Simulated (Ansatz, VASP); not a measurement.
# Cross-check of La between VASP and Ansatz

Aim: how closely do two programs agree when they are given the same cell, functional and k mesh? The start cell is built, not measured: As first built, before any earlier steps moved the atoms: it takes the Gd structure with all of its atoms replaced by other elements, volume scaled by an estimate. The cell comes out of the VASP series on this material, whose earlier steps may have relaxed, scaled or displaced it; both programs get it as it stands.

Method: plane waves, with VASP 6.6.1 beside it; relaxation of cell and atoms at LDA, in Ansatz 0.2.0.

## (1) The structure

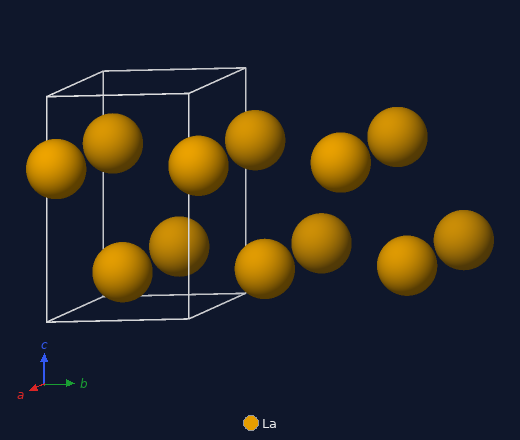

Start, viewed slightly off an axis; lanthanum orange. 2×3×1 cells are drawn.

As a file:

```xyz
2
Lattice="3.5946 0.0000 0.0000 -1.7973 3.1130 0.0000 0.0000 0.0000 5.7679" Properties=species:S:1:pos:R:3 pbc="T T T"
La    0.0000    2.0753    1.4420
La    1.7973    1.0377    4.3259
```

## (2) VASP: relaxation of cell and atoms, LDA

The relaxed volume is the usual yardstick between codes: its relative difference is about their pressure difference at one cell divided by the bulk modulus.

Lines of VASP's logs that name or quote its potential files are left out, and so is its time.

INCAR reads:

```
SYSTEM = La
PREC = Accurate
ENCUT = 400
EDIFF = 1E-06
NELM = 100
ISMEAR = 1
SIGMA = 0.2
LREAL = .FALSE.
ALGO = Normal
GGA = CA
LORBIT = 11
LWAVE = .FALSE.
LCHARG = .FALSE.
IBRION = 2
NSW = 60
ISIF = 3
EDIFFG = -0.01
```

POSCAR reads:

```
La
1.0
    3.5945689800      0.0000000000      0.0000000000
   -1.7972844900      3.1129880500      0.0000000000
    0.0000000000      0.0000000000      5.7678549100
La
2
Direct
    0.3333333330      0.6666666670      0.2500000000
    0.6666666670      0.3333333330      0.7500000000
```

KPOINTS reads:

```
Automatic mesh
0
Gamma
6 6 4
0 0 0
```

PAW data sets: La (LDA family, release 64).

Launch:

```console
$ mpirun -np 1 vasp_std
```

Numbers of over 12 decimals in the logs are rounded to 6 here.

Log:

```text
[banner, memory and clock lines left out]
running    1 mpi-ranks, on    1 nodes
 distrk:  each k-point on    1 cores,    1 groups
 distr:  one band on    1 cores,    1 groups

 POSCAR found type information on POSCAR La
 POSCAR found :  1 types and       2 ions
 LDA part: xc-table for (Slater(with rela. corr.)+CA(PZ))
 , standard interpolation
 POSCAR, INCAR and KPOINTS ok, starting setup
 FFT: planning ... GRIDC
 FFT: planning ... GRID_SOFT
 FFT: planning ... GRID
 WAVECAR not read
 entering main loop
       N       E                     dE             d eps       ncg     rms          rms(c)
DAV:   1     0.224205160749E+03    0.22421E+03   -0.70981E+03   630   0.172E+03
DAV:   2     0.209203346952E+02   -0.20328E+03   -0.20183E+03   966   0.349E+02
DAV:   3    -0.720165017406E+01   -0.28122E+02   -0.27795E+02  1100   0.146E+02
DAV:   4    -0.108259031264E+02   -0.36243E+01   -0.35563E+01  1253   0.435E+01
DAV:   5    -0.111231043919E+02   -0.29720E+00   -0.29547E+00  1044   0.120E+01    0.399E+00
DAV:   6    -0.111010790037E+02    0.22025E-01   -0.44044E-01  1260   0.549E+00    0.204E+00
DAV:   7    -0.110740737653E+02    0.27005E-01   -0.43000E-02  1172   0.154E+00    0.548E-01
DAV:   8    -0.110720771205E+02    0.19966E-02   -0.49546E-03  1260   0.532E-01    0.853E-02
DAV:   9    -0.110721724862E+02   -0.95366E-04   -0.58241E-04  1244   0.197E-01    0.399E-02
DAV:  10    -0.110721821258E+02   -0.96395E-05   -0.41415E-05  1204   0.436E-02    0.328E-02
DAV:  11    -0.110721842625E+02   -0.21367E-05   -0.11038E-05   948   0.412E-02    0.896E-03
DAV:  12    -0.110721844404E+02   -0.17793E-06   -0.88198E-07   756   0.231E-02
   1 F= -.11072184E+02 E0= -.11072240E+02  d E =-.110722E+02
[...]
2 F= -.11074633E+02 E0= -.11074765E+02  d E =-.244857E-02
[...]
3 F= -.11076273E+02 E0= -.11076518E+02  d E =-.408853E-02
 curvature:  -1.33 expect dE=-0.768E-04 dE for cont linesearch -0.768E-04
 ZBRENT: extrapolating
 opt :   2.7980  next Energy=   -11.076354 (dE=-0.417E-02)
 bond charge predicted
       N       E                     dE             d eps       ncg     rms          rms(c)
DAV:   1    -0.110781286526E+02   -0.18557E-02   -0.11468E-01  1046   0.756E+00    0.189E-01
DAV:   2    -0.110767570276E+02    0.13716E-02   -0.39395E-03  1085   0.703E-01    0.936E-02
DAV:   3    -0.110763562035E+02    0.40082E-03   -0.21182E-03  1204   0.528E-01    0.236E-02
DAV:   4    -0.110763551796E+02    0.10239E-05   -0.92258E-05  1125   0.104E-01    0.137E-02
DAV:   5    -0.110763558726E+02   -0.69306E-06   -0.59226E-06   844   0.258E-02
   4 F= -.11076356E+02 E0= -.11076632E+02  d E =-.417143E-02
 curvature:  -1.40 expect dE=-0.156E-04 dE for cont linesearch -0.128E-04
 trial: gam= 0.00000 g(F)=  0.248E-44 g(S)=  0.111E-04 ort =-0.165E-03 (trialstep = 0.136E+01)
 search vector abs. value=  0.111E-04
 reached required accuracy - stopping structural energy minimisation
```

Parts of OUTCAR (step 2):

```text
ion  position               nearest neighbor table
   1  0.333  0.667  0.250-   2 3.55   2 3.55   2 3.55   2 3.55   2 3.55   2 3.55
   2  0.667  0.333  0.750-   1 3.55   1 3.55   1 3.55   1 3.55   1 3.55   1 3.55

  LATTYP: Found a hexagonal cell.
 ALAT       =     3.5945689800
 C/A-ratio  =     1.6046026497

 Subroutine GETGRP returns: Found 24 space group operations
 (whereof 12 operations were pure point group operations)

The static configuration has the point symmetry D_3d.
 The point group associated with its full space group is D_6h.

 Found     21 irreducible k-points:

   k-points           NKPTS =     21   k-points in BZ     NKDIM =     21   number of bands    NBANDS=     15

   dimension x,y,z NGX =    24 NGY =   24 NGZ =   40
   dimension x,y,z NGXF=    48 NGYF=   48 NGZF=   80

   ENCUT  =  400.0 eV  29.40 Ry    5.42 a.u.   5.86  5.86  9.41*2*pi/ulx,y,z

   NELECT =      22.0000    total number of electrons

 k-points in reciprocal lattice and weights: Automatic mesh
   0.00000000  0.00000000  0.00000000       0.007
   0.16666667 -0.00000000  0.00000000       0.042
   0.33333333 -0.00000000  0.00000000       0.042
   0.50000000  0.00000000  0.00000000       0.021
   0.16666667  0.16666667  0.00000000       0.042
   0.33333333  0.16666667  0.00000000       0.083
   0.33333333  0.33333333  0.00000000       0.014
   0.00000000  0.00000000  0.25000000       0.014
   0.16666667 -0.00000000  0.25000000       0.083
[...]
0.33333333  0.16666667  0.50000000       0.083
   0.33333333  0.33333333  0.50000000       0.014

 average (electrostatic) potential at core
       1 -94.6260       2 -94.6260

 E-fermi :   9.0908

 k-point     1 :       0.0000    0.0000    0.0000
  band No.  band energies     occupation
    ...
      6      -6.0530      2.00000
      7      -6.0384      2.00000
      8      -6.0384      2.00000
      9       6.1510      2.00000
     10       7.2660      2.00000
     11      10.1383     -0.00000
     12      10.5885     -0.00000
     13      10.5885     -0.00000
     14      10.7038     -0.00000
     15      10.7844     -0.00000

 k-point     2 :       0.1667   -0.0000    0.0000
  band No.  band energies     occupation
    ...
      6      -6.4315      2.00000
      7      -6.1174      2.00000
      8      -6.1032      2.00000
      9       6.9723      2.00000
     10       7.9444      2.00000
     11       9.3568     -0.06795
     12       9.9773     -0.00000
     13      10.1843     -0.00000
     14      10.5631     -0.00000
     15      10.8197     -0.00000

 k-point     3 :       0.3333   -0.0000    0.0000
  band No.  band energies     occupation
    ...
      7      -6.3295      2.00000
      8      -6.2481      2.00000
      9       7.5442      2.00000
     10       7.9913      2.00000
     11       8.4027      2.00001
     12      10.0827     -0.00000
     13      10.3904     -0.00000
     14      10.6528     -0.00000
     15      10.6790     -0.00000

  Total        0.0143147      0.0143147     -0.0071345      0.0000000      0.0000000      0.0000000
  in kB        0.3580973      0.3580973     -0.1784755      0.0000000      0.0000000      0.0000000
  external PRESSURE =       0.1792397 kB  Pullay stress =       0.0000000 kB

  energy-cutoff  :      400.00
  volume of cell :       64.05
      direct lattice vectors                 reciprocal lattice vectors
     3.551547531  0.000000000  0.000000000     0.281567399  0.162563014 -0.000000000
    -1.775773766  3.075730383 -0.000000000     0.000000000  0.325126027 -0.000000000
     0.000000000  0.000000000  5.863098331     0.000000000  0.000000000  0.170558286

 POSITION                                       TOTAL-FORCE (eV/Angst)
 -----------------------------------------------------------------------------------
     -0.00000      2.05049      1.46577         0.000000     -0.000000      0.000000
      1.77577      1.02524      4.39732        -0.000000      0.000000      0.000000
 -----------------------------------------------------------------------------------
    total drift:                               -0.000001      0.000000     -0.000000

  FREE ENERGIE OF THE ION-ELECTRON SYSTEM (eV)
  ---------------------------------------------------
  free  energy   TOTEN  =       -11.0763558726 eV

  energy  without entropy=      -11.0771845599  energy(sigma->0) =      -11.07663210

 reached required accuracy - stopping structural energy minimisation

 total charge
# of ion       s       p       d       f       tot
--------------------------------------------------
    1        2.091   5.517   1.018   0.128   8.754
    2        2.091   5.517   1.018   0.128   8.754
--------------------------------------------------
tot          4.181  11.033   2.036   0.257  17.507

[... 3 further parts left out ...]
```

CONTCAR:

```
La
   1.00000000000000
     3.5515475314967944    0.0000000000000000    0.0000000000000000
    -1.7757737657483972    3.0757303827724773   -0.0000000000000000
     0.0000000000000000    0.0000000000000000    5.8630983305869284
  La
     2
Direct
     0.3333333329999988    0.6666666670000012    0.2500000000000000
     0.6666666670000012    0.3333333329999988    0.7500000000000000
```

## (3) Ansatz: relaxation of cell and atoms, LDA

Ansatz runs on its default PAW (the set named soft_2) files.

The same cell, functional (in two slightly different forms), mesh and smearing now go to Ansatz, which takes its cutoff from its data sets.

input.yaml reads:

```yaml
crystal:
  lattice:
    - [3.59456898, 0.0, 0.0]
    - [-1.79728449, 3.11298805, 0.0]
    - [0.0, 0.0, 5.76785491]
  atoms:
    - { symbol: La, position: [0.333333333, 0.666666667, 0.25] }
    - { symbol: La, position: [0.666666667, 0.333333333, 0.75] }
hamiltonian:
  xc: lda
  pseudopotentials: { kind: paw }
kpoints:
  mp_grid: { grid: [6, 6, 4] }
scf:
  occupations: { method: methfessel_paxton, width: 0.2 }
relax:
  f_tol: 0.01
  max_steps: 60
  cell: { stress_tol: 0.05 }
output:
  forces: true
  stress: true
```

Launch:

```console
$ ansatz run input.yaml --threads 4 --pin off --max-ram 9216MiB --backend cpu --events-out ev --progress --plain --runs-dir out
```

Log:

```text
Engine: ansatz 0.2.0, aarch64-unknown-linux-gnu
Pseudopotentials: kind: paw
Pseudopotential: La, paw, valence charge 11, recommended cutoff 420 eV (normal), La.paw.azcp
Functional definition: SPW92
  exchange = slater_x
  correlation = pw_c
Crystal: 2 atoms, lattice volume = 64.541 Å³
Basis set: ecut = 420 eV, 1243 PW (Γ)
Bands: 15, of which v1, the nominal top of the filled ones, is band 11 counted from 1 (10 counted from 0)
Symmetry: 24 space group operations
Space group: P63/mmc (ITA 194), of the structure as read, at distance tolerance 4.0e-5 Å
k-points: 21 of 144
Non-local potential: La, projectors of the file, l = 0: 3, l = 1: 2, l = 2: 2, l = 3: 3
PAW form: soft (Blöchl's): semilocal exchange-correlation on the pseudo side does not see the compensation charge
PAW frozen core: La, regenerated for the run's functional, and the local potential with it (the file was generated under x = pbe(κ = 0.804, μ = 0.219515), c = pbe(β = 0.066725))
PAW one-centre angular grid: La, 590 points (default); XC on 64 Gauss nodes
Initial density: superposition of atomic densities (neutral atoms: chi_scale 0, normalization atom), corrected by the library's trained network
Initial wavefunctions: pseudopotential atomic-orbital guess
Functional: x = slater, c = lda
SCF iter   1: F=—  HF=-12152.209038 eV  |F-HF|=—  |Δ(HF+E_count)|=         —  Δρ=5.03e-3  dr2=1.00e-2  ethr=1.77e-3  ⟨swp⟩=4.9  Hψ=1499  notcnv=0
preconditioner: auto → none  [insulator: Δε(μ)=0.189 eV  Ē_g=12.044 eV  σ=0.200 eV  W_gap=0.53  n_scr=10 (ndim 8)  ℏωp=19.6 eV  f_vac=0.000  D(μ)=3.96/eV (n_scr^D=36)  ε∞_Penn≈3.7]
SCF iter   2: F=—  HF=-12152.205832 eV  |F-HF|=—  |Δ(HF+E_count)|=   3.21e-3  S|Δr|=    0.00e0  Δρ=1.89e-3  dr2=9.88e-4  ethr=4.56e-5  ⟨swp⟩=2.7  Hψ=818  notcnv=0  defer=1
SCF iter   3: F=—  HF=-12152.205958 eV  |F-HF|=—  |Δ(HF+E_count)|=   1.26e-4  S|Δr|=    0.00e0  Δρ=7.68e-4  dr2=1.47e-4  ethr=4.49e-6  ⟨swp⟩=1.6  Hψ=360  notcnv=0  defer=1
SCF iter   4: F=—  HF=-12152.205993 eV  |F-HF|=—  |Δ(HF+E_count)|=   3.49e-5  S|Δr|=    0.00e0  Δρ=4.23e-5  dr2=6.23e-7  ethr=6.70e-7  ⟨swp⟩=1.5  Hψ=347  notcnv=0  defer=1
SCF iter   5: F=—  HF=-12152.205992 eV  |F-HF|=—  |Δ(HF+E_count)|=   8.49e-7  S|Δr|=    0.00e0  Δρ=8.81e-6  dr2=2.89e-8  ethr=4.55e-10  ⟨swp⟩=5.0  Hψ=1279  notcnv=0
SCF iter   6: F=-12152.205992 eV  HF=-12152.205992 eV  |F-HF|=1.33e-10  |Δ(HF+E_count)|=   2.94e-9  S|Δr|=    0.00e0  Δρ=8.70e-7  dr2=3.66e-10  ethr=1.31e-10  ⟨swp⟩=2.0  Hψ=1003  notcnv=0
SCF 1 converged in 6 iterations: F = -12152.205992 eV  dr2 = 3.66e-10
  greatest PAW one-centre occupation: 0.974 electrons in one spin orbital (limit 2), on the La atom at site 1 (counted from 0), in its partial waves of l = 0
relax step   1: F+E_penalty+E_count = -12152.20599187 eV  Δ(F+E_penalty+E_count) = +0.000e0 eV  max|allowed force component| = 5.782e-18 eV/Å  Δτ_max = 0.0000 Å  P = +0.028 GPa  Ω = 64.541 Å³  (6 SCF iters, dr2 threshold 1.00e-7 eV, accepted)
[...]
relax step   2: F+E_penalty+E_count = -12152.20862980 eV  Δ(F+E_penalty+E_count) = -2.638e-3 eV  max|allowed force component| = 6.361e-18 eV/Å  Δτ_max = 0.0000 Å  P = -0.030 GPa  Ω = 64.586 Å³  energy of the carried Pulay correction = -1.178e-6 eV  (4 SCF iters, dr2 threshold 2.00e-7 eV, accepted)
[...]
relax step   3: F+E_penalty+E_count = -12152.20970678 eV  Δ(F+E_penalty+E_count) = -1.077e-3 eV  max|allowed force component| = 5.551e-17 eV/Å  Δτ_max = 0.0000 Å  P = +0.059 GPa  Ω = 64.228 Å³  energy of the carried Pulay correction = +8.595e-6 eV  (5 SCF iters, dr2 threshold 2.00e-7 eV, accepted)
[...]
relax step   4: F+E_penalty+E_count = -12152.20973316 eV  Δ(F+E_penalty+E_count) = -2.638e-5 eV  max|allowed force component| = 5.782e-18 eV/Å  Δτ_max = 0.0000 Å  P = -0.017 GPa  Ω = 64.441 Å³  energy of the carried Pulay correction = +2.800e-6 eV  (4 SCF iters, dr2 threshold 1.22e-8 eV, accepted)
[...]
relax step   5: F+E_penalty+E_count = -12152.20974190 eV  Δ(F+E_penalty+E_count) = -8.735e-6 eV  max|allowed force component| = 1.041e-17 eV/Å  Δτ_max = 0.0000 Å  P = -0.016 GPa  Ω = 64.441 Å³  stress off target by 2.58e-2 GPa  SCF on the basis re-selected at this cell (its energy is not comparable with the rows above)  (4 SCF iters)
basis re-selected at this cell: Δ(F+E_penalty+E_count) = -8.735e-6 eV, ΔP = +0.001 GPa vs the last step (what re-selecting the basis moved, of the pressure what is left beyond the Pulay correction that the steps carried, after the strain that the cell walked since its last selection, with what the two solves' SCF thresholds leave and, on support functions, any second-order correction that the steps lacked; it is no measure of the basis error at this ecutwfc). The dense FFT grid was sized anew with the basis: this SCF ran on 24×24×40 points, the steps before it on 25×25×40, so part of this shift can come from that change (see relax.cell in the input reference). [rest of the remark cut]
SCF converged after 4 iterations
Stability not checked: this state was not tested for a lower state beside it, because cold or Methfessel-Paxton smearing, or corrected tetrahedra, fill the levels in a way that the test cannot read (fill_not_monotonic; see scf.lower_state_search)
Free energy (F): -12152.209742 eV
Harris-Foulkes:  -12152.209742 eV  (|F-HF|=5.46e-12)
Internal energy: -12152.209090 eV  (E = F + TS)
E sigma→0 (E₀):  -12152.209579 eV
Entropy (-TS):   -0.000652 eV (-0.326 meV/atom)
Fermi energy:    12.616619 eV
--- Per-component energies (eV) ---
  E_band       = -50.392453
  E_kinetic    = 391.232495
  E_local      = -579.911113  (includes V_loc(G=0)·N_el)
  E_nonlocal   = 197.691792
  E_hartree    = 185.536105
  E_xc         = -278.765400
  E_vxc        = -297.560405  (∫ρ·V_xc dr)
  E_paw        = -10487.228116  (= ΣΔE_a)
  E_vpaw       = -132.917454  (= ΣTr[D̂ρ^β])
  E_aug_tail   = -0.000000  (compensation charges beyond the density's cutoff)
  E_ewald      = -1581.410285
  E_core_change = 0.645433  (= ΣΔE_core)
  E_smearing   = -0.000652  (= −TS)
  E_closure    = -0.000000  (closes the sum)
  Σ components = -12152.209742   (vs F -12152.209742, Δ=0.00e0)
--- Forces (eV/Å), atoms counted from 1 ---
  atom   1  La     0.00000000     0.00000000     0.00000000
  atom   2  La    -0.00000000    -0.00000000    -0.00000000
  max |Σ_I F_I| component: 2.31e-18 eV/Å
--- Stress (GPa, compression-positive) ---
       -0.011128       0.000000      -0.000000
       -0.000000      -0.011128       0.000000
       -0.000000       0.000000      -0.025795
  P = ⅓ Tr σ = -0.0160 GPa (-0.160 kbar)
--- Relaxed structure (4 steps of the walk, 4 accepted, 1 SCFs on fresh bases) ---
  F+E_penalty+E_count = -12152.20974190 eV   max|allowed force component| = 1.041e-17 eV/Å   (the final SCF, on the basis selected at the relaxed cell)
  cell:  # Å, volume = 64.4411 Å³
    - [3.560154, 0, 0]
    - [-1.780077, 3.083184, 0]
    - [0, 0, 5.870770]
  atoms:
    - { symbol: La, position: [0.333333, 0.666667, 0.25] }
    - { symbol: La, position: [0.666667, 0.333333, 0.75] }
```

Wall time 2.1 s (4 threads of Arm Neoverse V2, shared host); peak memory 0.34 GiB; 5.7 s of CPU time.

## (4) Comparison

Known differences besides the PAW data sets themselves: the two LDA forms differ slightly; both relaxations stop at a tolerance, which leaves soft axes loose, and VASP keeps its plane-wave basis; the cutoff is 420 eV in Ansatz and 400 eV in VASP; Ansatz makes its cores anew for this functional, VASP keeps those of its LDA data sets; Ansatz adds a Pulay correction to the stress that steers its cell, VASP none. Total energies have different zeros and are not compared.

Both answers:

```
                                         quantity  Ansatz   VASP  difference
                                      volume (Å³)   64.44  64.05     +0.62 %
edge a after relaxation, in the typed setting (Å)   3.560  3.551     +0.24 %
edge c after relaxation, in the typed setting (Å)   5.871  5.863     +0.13 %
```

The walks stopped with -0.02 GPa left in Ansatz and 0.02 GPa in VASP; each walk ends within a tolerance, so the volume difference is uncertain by about these residues over the bulk modulus, most in soft cells.

## (5) What came out

```
difference in volume (relaxation of cell and atoms, LDA) : 0.62 %
```

In words: The difference in volume is 0.62 % (relaxation of cell and atoms, LDA), within the 1.2 % picked in this series as the mark of a large difference, as far as the stopping tolerances let one tell. How closely two codes agree says nothing of how well the functional describes the real material.

[Lines on the potential files, build, host, timing and source positions are cut from VASP's logs without a mark.]

[Logs are printed without paths, hosts, clocks, repeated set-up lines and the standing remarks that a program may print on its own settings, such as how far it seeks lower states.]

[Hosts, paths, dates, database ids (printed as entryN), source tags and the programs' standing remarks are cut or masked in the printed files.]
